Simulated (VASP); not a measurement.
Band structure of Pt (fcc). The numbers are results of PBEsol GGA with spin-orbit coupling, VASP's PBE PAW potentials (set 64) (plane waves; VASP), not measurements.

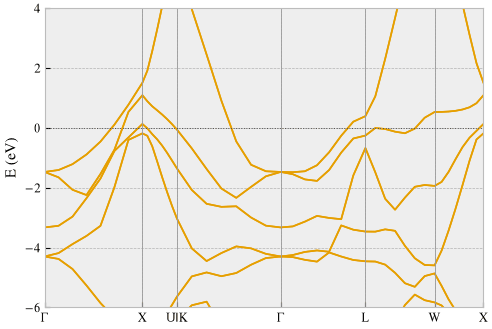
*Bands along high-symmetry lines, zero at the valence-band maximum or, without a gap, the Fermi level*

Problem. Read the plot: is there a gap, and where are the band edges?

Solution. It has no gap at this level: it comes out as a metal or semimetal.

The compound is Pt in the fcc structure. It was relaxed first.
